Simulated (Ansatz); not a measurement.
# NH₄+ (singlet): correlated methods under varied settings at distance N1–H4 = 0.904 Å

What do other methods and options give for NH₄+ (singlet) at this geometry, and how long do they take?

The runs use Ansatz 0.2.0, Gaussian basis; the settings change from run to run.

18 further runs of the same task are left out: 15 that didn't finish, 3 set aside as unsound or not needed.

## (1) The system

The geometry derives from a PBE0/def2-TZVP stationary point (not a proven minimum). One bond is set to the value named and the two fragments are kept rigid.

5 atoms, charge 1, spin multiplicity 1.

Atoms are counted from 1 here; the program's logs count them from 0.

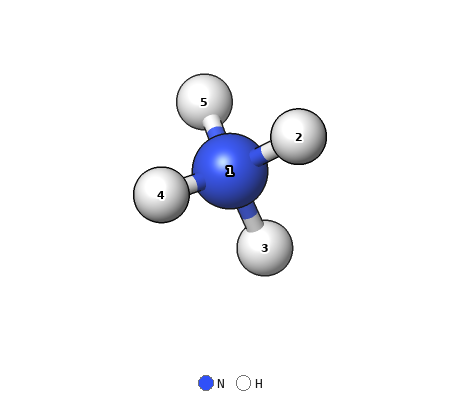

The structure; nitrogen blue, hydrogen white; atoms are numbered from 1 in the order of the file.

## (2) MRCISD+Q(relaxed)(4,2)/6-31G

File in.yaml:

```yaml
crystal:
  periodic: [false, false, false]
  atoms:
    - {symbol: N, position_ang: [-0.003844, 0.003848, -0.003879]}
    - {symbol: H, position_ang: [0.586498, 0.596151, 0.586335]}
    - {symbol: H, position_ang: [-0.596766, -0.584397, 0.587805]}
    - {symbol: H, position_ang: [-0.524028, 0.524575, -0.528730]}
    - {symbol: H, position_ang: [0.587717, -0.589806, -0.591509]}
basis:
  gaussian: {orbitals: 6-31G}
total_charge: 1
correlation: {method: fic_mrcisd_q_relaxed, electrons: outside_noble_gas, active_space: {window: {electrons: 4, orbitals: 2}}}
```

Started as:

```sh
> ansatz run in.yaml --threads 1 --pin off --events-out ev --progress --plain --max-ram 2393MiB
```

The log of the run:

```text
Functional definition: HF
  name "HF"
  cite "Fock, Z. Phys. 61, 126 (1930) doi:10.1007/BF01340294"
  parent pbe
  exchange = exact_x
  correlation = 0
260 factors; integrals over basis functions are off by at most 2.4e-4 eV
mean field evaluation 1: about -1534.0150 eV, gradient 4.3e1 eV
mean field evaluation 2: about -1534.0122 eV, gradient 4.3e1 eV
mean field evaluation 4: about -1537.5393 eV, gradient 1.2e0 eV
mean field evaluation 8: about -1537.5434 eV, gradient 1.4e-6 eV
mean field -1537.54339015 eV, -56.5036774037 hartree, gradient 1.2e-6 eV, S^2 0.000000; 0 other end points of the search recorded, 0 dependent functions left out
reference -1537.54339015 eV, -56.5036774037 hartree; 5, 5 occupied and 12, 12 virtual orbitals, 260 factors
state -1537.54339015 eV, -56.5036774037 hartree
contracted CI cycle   1: correlation 0.00000000 eV, 0.0000000000 hartree, residual 1.69e1 eV
contracted CI cycle   2: correlation -3.22332064 eV, -0.1184548485 hartree, residual 3.01e0 eV
contracted CI cycle   3: correlation -3.36457158 eV, -0.1236457249 hartree, residual 6.38e-1 eV
contracted CI cycle   4: correlation -3.37130440 eV, -0.1238931514 hartree, residual 1.44e-1 eV
contracted CI cycle   5: correlation -3.37162929 eV, -0.1239050911 hartree, residual 3.07e-2 eV
contracted CI cycle   6: correlation -3.37164463 eV, -0.1239056549 hartree, residual 6.86e-3 eV
contracted CI cycle   7: correlation -3.37164538 eV, -0.1239056823 hartree, residual 1.72e-3 eV
contracted CI cycle   8: correlation -3.37164543 eV, -0.1239056841 hartree, residual 3.53e-4 eV
state -1537.54339015 eV, -56.5036774037 hartree; corrected -1541.06452768 eV, -56.6330768211 hartree
WARN: 2 active orbitals are nearly empty or full. The corrections depend on them more than the energy does, and are more stable in an active space without them
Total energy: -1541.06452768 eV, -56.6330768211 hartree
```

Run time: 0.24 s. Hardware: 1 thread of Arm Neoverse V2, shared host.

From the report: 1 determinant; active occupations 2.00, 2.00. The report marks this result as in doubt.

## (3) HF/6-31G*

in.yaml: that of step 2 with these lines changed.

```diff
@@ -9,4 +9,6 @@
 basis:
-  gaussian: {orbitals: 6-31G}
+  gaussian: {orbitals: "6-31G*"}
 total_charge: 1
-correlation: {method: fic_mrcisd_q_relaxed, electrons: outside_noble_gas, active_space: {window: {electrons: 4, orbitals: 2}}}
+magnetization: {spin_polarized: true, initial_magnetization: 0}
+hamiltonian: {xc: hf}
+output: {forces: true, orbitals: {seedname: orbitals}}
```

Same command.

The log of the run, cut to the lines that bear on the results:

```text
Functional definition: HF
  name "HF"
  cite "Fock, Z. Phys. 61, 126 (1930) doi:10.1007/BF01340294"
  parent pbe
[...]
264 factors; integrals over basis functions are off by at most 5.3e-4 eV
[...]
mean field -1537.91620833 eV, -56.5173782191 hartree, gradient 1.4e-5 eV, S^2 0.000000; 0 other end points of the search recorded, 0 dependent functions left out
[...]
reference -1537.91620833 eV, -56.5173782191 hartree; 5, 5 occupied and 18, 18 virtual orbitals, 264 factors
Total energy: -1537.91620833 eV, -56.5173782191 hartree
Atom 0 at    -0.003844     0.003848    -0.003879 Å, force     4.392138    -4.396724     4.431573 eV/Å
Atom 1 at     0.586498     0.596151     0.586335 Å, force    -0.238578    -0.318274    -0.238171 eV/Å
Atom 2 at    -0.596766    -0.584397     0.587805 Å, force     0.318525     0.237550    -0.238863 eV/Å
Atom 3 at    -0.524028     0.524575    -0.528730 Å, force    -4.232930     4.237350    -4.270919 eV/Å
Atom 4 at     0.587717    -0.589806    -0.591509 Å, force    -0.239154     0.240098     0.316379 eV/Å
Dipole moment:     0.021880    -0.021903     0.022077 e Å
```

It took 0.12 s on 1 thread of Arm Neoverse V2, shared host.

From the report: ⟨S²⟩ of the determinant 0.000 (pure singlet: 0.00).

## (4) BCCD/6-31G

in.yaml: that of step 3 with these lines changed.

```diff
@@ -9,6 +9,7 @@
 basis:
-  gaussian: {orbitals: "6-31G*"}
+  gaussian: {orbitals: 6-31G}
 total_charge: 1
 magnetization: {spin_polarized: true, initial_magnetization: 0}
-hamiltonian: {xc: hf}
-output: {forces: true, orbitals: {seedname: orbitals}}
+hamiltonian: {xc: {name: PBE0}}
+correlation: {method: bccd, electrons: valence}
+scf: {lower_state_search: off}
```

The command is unchanged.

The log of the run, cut to the lines that bear on the results:

```text
Functional definition: PBE0
  name "PBE0"
  cite "Adamo & Barone, J. Chem. Phys. 110, 6158 (1999) doi:10.1063/1.478522"
  cite "Perdew, Burke & Ernzerhof, Phys. Rev. Lett. 77, 3865 (1996) doi:10.1103/PhysRevLett.77.3865"
  parent pbe
[...]
260 factors; integrals over basis functions are off by at most 2.4e-4 eV
[...]
mean field -1545.63333577 eV, -56.8009774215 hartree, gradient 4.9e-7 eV, S^2 0.000000; 0 other end points of the search recorded, 0 dependent functions left out
1 core orbitals not correlated: weight in the atoms' cores, before any rotation towards them, 1.000 or more for the frozen orbitals, at most 0.000 for the correlated occupied ones
reference -1537.51545950 eV, -56.5026509712 hartree; 4, 4 occupied and 12, 12 virtual orbitals, 260 factors
second order -3.11219388 eV of doubles, -0.02002706 eV of singles
cycle   1  -3.38378754 eV  change   -2.5e-1 eV  update   3.4e-2
[...]
cycle   7  -3.51916384 eV  change   -3.9e-6 eV  update   4.7e-6
Total energy: -1541.03462334 eV, -56.6319778570 hartree
Checks for a lower state left out: stability, starts, cluster_reference, orbital_swaps, neighbouring_geometries, increment
```

Wall time 0.42 s (1 thread of Arm Neoverse V2, shared host).

From the report: ⟨S²⟩ of the determinant 0.000 (pure singlet: 0.00); correlation -3.5192 eV; largest double amplitude 0.04.

## (5) CCSDT(Q) on RHF/6-31G

in.yaml: that of step 4 with these lines changed.

```diff
@@ -11,5 +11,4 @@
 total_charge: 1
-magnetization: {spin_polarized: true, initial_magnetization: 0}
-hamiltonian: {xc: {name: PBE0}}
-correlation: {method: bccd, electrons: valence}
-scf: {lower_state_search: off}
+magnetization: {spin_polarized: false}
+correlation: {method: ccsdt_q, electrons: valence}
+output: {forces: true}
```

Launched as before.

The log of the run, cut to the lines that bear on the results:

```text
Functional definition: HF
  name "HF"
  cite "Fock, Z. Phys. 61, 126 (1930) doi:10.1007/BF01340294"
  parent pbe
[...]
394 factors; integrals over basis functions are off by at most 1.0e-7 eV
[...]
mean field -1537.54335770 eV, -56.5036762110 hartree, gradient 1.2e-6 eV, S^2 0.000000; 0 other end points of the search recorded, 0 dependent functions left out
1 core orbitals not correlated: weight in the atoms' cores, before any rotation towards them, 1.000 or more for the frozen orbitals, at most 0.000 for the correlated occupied ones
reference -1537.54335770 eV, -56.5036762110 hartree; 4, 4 occupied and 12, 12 virtual orbitals, 394 factors
second order -3.09684969 eV of doubles, -0.00000000 eV of singles
cycle   1  -3.36011058 eV  change   -2.6e-1 eV  update   3.8e-2
[...]
cycle   9  -3.53804729 eV  change   -2.7e-7 eV  update   4.4e-7
perturbative correction -0.00638137 eV, -0.0002345112 hartree
[...]
Total energy: -1541.08778637 eV, -56.6339315621 hartree
Atom 0 at    -0.003844     0.003848    -0.003879 Å, force     4.259724    -4.264172     4.297968 eV/Å
Atom 1 at     0.586498     0.596151     0.586335 Å, force     0.250904     0.102648     0.251527 eV/Å
Atom 2 at    -0.596766    -0.584397     0.587805 Å, force    -0.102911    -0.250355     0.251966 eV/Å
Atom 3 at    -0.524028     0.524575    -0.528730 Å, force    -4.658983     4.663847    -4.700794 eV/Å
Atom 4 at     0.587717    -0.589806    -0.591509 Å, force     0.251266    -0.251969    -0.100667 eV/Å
Dipole moment:     0.017549    -0.017567     0.017707 e Å
```

Run time: 0.93 s. Hardware: 1 thread of Arm Neoverse V2, shared host.

From the report: correlation -3.5444 eV; T1 0.006; largest double amplitude 0.04.

## (6) BCCD on RHF/6-31G

in.yaml: that of step 5 with these lines changed.

```diff
@@ -12,3 +12,2 @@
 magnetization: {spin_polarized: false}
-correlation: {method: ccsdt_q, electrons: valence}
-output: {forces: true}
+correlation: {method: bccd, electrons: outside_noble_gas}
```

Same command.

The log of the run, cut to the lines that bear on the results:

```text
Functional definition: HF
  name "HF"
  cite "Fock, Z. Phys. 61, 126 (1930) doi:10.1007/BF01340294"
  parent pbe
[...]
260 factors; integrals over basis functions are off by at most 2.4e-4 eV
[...]
mean field -1537.54339015 eV, -56.5036774037 hartree, gradient 1.2e-6 eV, S^2 0.000000; 0 other end points of the search recorded, 0 dependent functions left out
1 core orbitals not correlated: weight in the atoms' cores, before any rotation towards them, 1.000 or more for the frozen orbitals, at most 0.000 for the correlated occupied ones
reference -1537.54339015 eV, -56.5036774037 hartree; 4, 4 occupied and 12, 12 virtual orbitals, 260 factors
second order -3.09677897 eV of doubles, -0.00000000 eV of singles
cycle   1  -3.36239651 eV  change   -2.7e-1 eV  update   3.5e-2
[...]
cycle   7  -3.50072894 eV  change   -8.5e-6 eV  update   4.6e-6
Total energy: -1541.04411909 eV, -56.6323268194 hartree
```

Run time: 0.15 s. Hardware: 1 thread of Arm Neoverse V2, shared host.

From the report: correlation -3.5007 eV; largest double amplitude 0.04.

## (7) CASCI(2,4)/6-31G

in.yaml: that of step 6 with these lines changed.

```diff
@@ -11,3 +11,3 @@
 total_charge: 1
-magnetization: {spin_polarized: false}
-correlation: {method: bccd, electrons: outside_noble_gas}
+correlation: {active_space: {window: {electrons: 2, orbitals: 4}, fixed_orbitals: true, states: [{multiplicity: 1, weights: [0.5, 1, 0.5, 1]}], root: 3}}
+scf: {lower_state_search: light}
```

Same command.

The log of the run:

```text
Functional definition: HF
  name "HF"
  cite "Fock, Z. Phys. 61, 126 (1930) doi:10.1007/BF01340294"
  parent pbe
  exchange = exact_x
  correlation = 0
394 factors; integrals over basis functions are off by at most 1.0e-7 eV
mean field evaluation 1: about -1534.0150 eV, gradient 4.3e1 eV
mean field evaluation 2: about -1534.0122 eV, gradient 4.3e1 eV
mean field evaluation 4: about -1537.5393 eV, gradient 1.2e0 eV
mean field evaluation 8: about -1537.5434 eV, gradient 1.4e-6 eV
mean field -1537.54335770 eV, -56.5036762110 hartree, gradient 1.2e-6 eV, S^2 0.000000; 0 other end points of the search recorded, 0 dependent functions left out
reference -1537.54335770 eV, -56.5036762110 hartree; 5, 5 occupied and 12, 12 virtual orbitals, 394 factors
state -1537.62331403 eV, -56.5066145521 hartree
state -1520.45565604 eV, -55.8757147576 hartree
state -1518.32014247 eV, -55.7972360815 hartree
state -1517.02177708 eV, -55.7495220333 hartree
WARN: the results are in doubt because the space or a class takes a part of the degenerate orbitals at -27.4096 eV
Total energy: -1517.02177708 eV, -55.7495220333 hartree
In doubt: the space or a class takes a part of the degenerate orbitals at -27.4096 eV
```

It took 0.09 s on 1 thread of Arm Neoverse V2, shared host.

From the report: 10 determinants; active occupations (of the averaged states) 1.17, 0.33, 0.33, 0.17. Mind the lines of doubt at the end of the log.

## (8) NEVPT4(SD)(4,7)/6-31G

in.yaml: that of step 7 with these lines changed.

```diff
@@ -11,3 +11,2 @@
 total_charge: 1
-correlation: {active_space: {window: {electrons: 2, orbitals: 4}, fixed_orbitals: true, states: [{multiplicity: 1, weights: [0.5, 1, 0.5, 1]}], root: 3}}
-scf: {lower_state_search: light}
+correlation: {method: fic_nevpt4_sd, electrons: outside_noble_gas, active_space: {window: {electrons: 4, orbitals: 7}}}
```

The command is unchanged.

The log of the run, cut to the lines that bear on the results:

```text
Functional definition: HF
  name "HF"
  cite "Fock, Z. Phys. 61, 126 (1930) doi:10.1007/BF01340294"
  parent pbe
[...]
260 factors; integrals over basis functions are off by at most 2.4e-4 eV
[...]
mean field -1537.54339015 eV, -56.5036774037 hartree, gradient 1.2e-6 eV, S^2 0.000000; 0 other end points of the search recorded, 0 dependent functions left out
reference -1537.54339015 eV, -56.5036774037 hartree; 5, 5 occupied and 12, 12 virtual orbitals, 260 factors
state -1538.92846201 eV, -56.5545778558 hartree
state -1538.92846201 eV, -56.5545778558 hartree; corrected -1541.03712118 eV, -56.6320696509 hartree
state -1538.83215418 eV, -56.5510386083 hartree
state -1538.83215418 eV, -56.5510386083 hartree; corrected -1541.02956736 eV, -56.6317920530 hartree
state -1538.92846201 eV, -56.5545778558 hartree; corrected -1541.03712118 eV, -56.6320696509 hartree
the orbitals are reached from a further start. From the first start the search ends at -1538.83215369 eV, -56.5510385902 hartree
Total energy: -1541.03712118 eV, -56.6320696509 hartree
```

Wall time 2 s (1 thread of Arm Neoverse V2, shared host).

From the report: 225 determinants; active occupations 1.98, 1.98, 0.02, 0.02, 0.00, 0.00, 0.00.

## (9) BCCD on UHF/6-31G

in.yaml: that of step 8 with these lines changed.

```diff
@@ -11,2 +11,4 @@
 total_charge: 1
-correlation: {method: fic_nevpt4_sd, electrons: outside_noble_gas, active_space: {window: {electrons: 4, orbitals: 7}}}
+magnetization: {spin_polarized: true, initial_magnetization: 0}
+correlation: {method: bccd, electrons: outside_noble_gas}
+output: {forces: true}
```

The command is unchanged.

The log of the run, cut to the lines that bear on the results:

```text
Functional definition: HF
  name "HF"
  cite "Fock, Z. Phys. 61, 126 (1930) doi:10.1007/BF01340294"
  parent pbe
[...]
260 factors; integrals over basis functions are off by at most 2.4e-4 eV
[...]
mean field -1537.54339015 eV, -56.5036774037 hartree, gradient 8.4e-7 eV, S^2 0.000000; 1 other end points of the search recorded, 0 dependent functions left out
1 core orbitals not correlated: weight in the atoms' cores, before any rotation towards them, 1.000 or more for the frozen orbitals, at most 0.000 for the correlated occupied ones
reference -1537.54339015 eV, -56.5036774037 hartree; 4, 4 occupied and 12, 12 virtual orbitals, 260 factors
second order -3.09677897 eV of doubles, -0.00000000 eV of singles
cycle   1  -3.36239656 eV  change   -2.7e-1 eV  update   3.5e-2
[...]
cycle   7  -3.50072882 eV  change   -5.0e-6 eV  update   4.5e-6
[...]
Total energy: -1541.04411897 eV, -56.6323268149 hartree
Atom 0 at    -0.003844     0.003848    -0.003879 Å, force     4.264186    -4.268639     4.302471 eV/Å
Atom 1 at     0.586498     0.596151     0.586335 Å, force     0.230284     0.082457     0.230909 eV/Å
Atom 2 at    -0.596766    -0.584397     0.587805 Å, force    -0.082698    -0.229807     0.231298 eV/Å
Atom 3 at    -0.524028     0.524575    -0.528730 Å, force    -4.642376     4.647224    -4.684039 eV/Å
Atom 4 at     0.587717    -0.589806    -0.591509 Å, force     0.230603    -0.231234    -0.080639 eV/Å
Dipole moment:     0.017688    -0.017707     0.017847 e Å
```

Wall time 0.3 s (1 thread of Arm Neoverse V2, shared host).

From the report: ⟨S²⟩ of the determinant 0.000 (pure singlet: 0.00); correlation -3.5007 eV; largest double amplitude 0.04.

## (10) CCSDT(Q) on RHF/6-31G

in.yaml: that of step 9 with these lines changed.

```diff
@@ -11,4 +11,6 @@
 total_charge: 1
-magnetization: {spin_polarized: true, initial_magnetization: 0}
-correlation: {method: bccd, electrons: outside_noble_gas}
+magnetization: {spin_polarized: false}
+correlation: {method: ccsdt_q, electrons: all}
+accuracy: high
+scf: {lower_state_search: full}
 output: {forces: true}
```

Same command.

The log of the run, cut to the lines that bear on the results:

```text
Functional definition: HF
  name "HF"
  cite "Fock, Z. Phys. 61, 126 (1930) doi:10.1007/BF01340294"
  parent pbe
[...]
409 factors; integrals over basis functions are off by at most 2.0e-9 eV
[...]
mean field -1537.54335771 eV, -56.5036762114 hartree, gradient 1.1e-8 eV, S^2 0.000000; 0 other end points of the search recorded, 0 dependent functions left out
reference -1537.54335771 eV, -56.5036762114 hartree; 5, 5 occupied and 12, 12 virtual orbitals, 409 factors
second order -3.12965633 eV of doubles, -0.00000000 eV of singles
cycle   1  -3.38997365 eV  change   -2.6e-1 eV  update   3.8e-2
[...]
cycle  16  -3.56820017 eV  change  -4.6e-10 eV  update  8.5e-10
perturbative correction -0.00641926 eV, -0.0002359033 hartree
[...]
Total energy: -1541.11797713 eV, -56.6350410524 hartree
Atom 0 at    -0.003844     0.003848    -0.003879 Å, force     4.258542    -4.262989     4.296776 eV/Å
Atom 1 at     0.586498     0.596151     0.586335 Å, force     0.249128     0.100865     0.249751 eV/Å
Atom 2 at    -0.596766    -0.584397     0.587805 Å, force    -0.101126    -0.248585     0.250187 eV/Å
Atom 3 at    -0.524028     0.524575    -0.528730 Å, force    -4.656031     4.660892    -4.697816 eV/Å
Atom 4 at     0.587717    -0.589806    -0.591509 Å, force     0.249486    -0.250183    -0.098898 eV/Å
Dipole moment:     0.017557    -0.017575     0.017715 e Å
```

It took 3 s on 1 thread of Arm Neoverse V2, shared host.

From the report: correlation -3.5746 eV; T1 0.005; largest double amplitude 0.04.

## (11) The runs in one table

Where basis and cores are those of an earlier FCI/6-31G run (-1541.0878 eV), and the state is the same kind, the miss against it is given. † marks a result that the program doubts.

| level | correlated | functions | energy (eV) | from FCI (meV) | time |
| --- | --- | --- | --- | --- | --- |
| MRCISD+Q(relaxed)(4,2)/6-31G † | outside noble gas | 17 | -1541.0645 | 23.3 | 0.24 s |
| HF/6-31G* |  | 23 | -1537.9162 |  | 0.12 s |
| BCCD/6-31G (on PBE0 orbitals) | valence | 17 | -1541.0346 | 53.2 | 0.42 s |
| CCSDT(Q) on RHF/6-31G | valence | 17 | -1541.0878 | 0.1 | 0.93 s |
| BCCD on RHF/6-31G | outside noble gas | 17 | -1541.0441 | 43.7 | 0.15 s |
| CASCI(2,4)/6-31G (excited root 3 of an average) † |  | 17 | -1517.0218 |  | 0.09 s |
| NEVPT4(SD)(4,7)/6-31G | outside noble gas | 17 | -1541.0371 | 50.7 | 2 s |
| BCCD on UHF/6-31G | outside noble gas | 17 | -1541.0441 | 43.7 | 0.3 s |
| CCSDT(Q) on RHF/6-31G | all | 17 | -1541.1180 |  | 3 s |

## (12) What came out

```
quantity                                                      value
    runs                                                          9
quickest  CASCI(2,4)/6-31G (excited root 3 of an average) †, 0.09 s
 slowest                                 CCSDT(Q) on RHF/6-31G, 3 s
```

**Reading.** Total energies in different bases, with other cores or another treatment of relativity can't be set against each other. CCSDT(Q) on RHF/6-31G took 33 times as long as CASCI(2,4)/6-31G (excited root 3 of an average) †; the jobs differ in more than the method. Among the correlated runs with a miss given, it spans +0 to +53 meV. Cores frozen from Kohn-Sham orbitals shift the total energy.
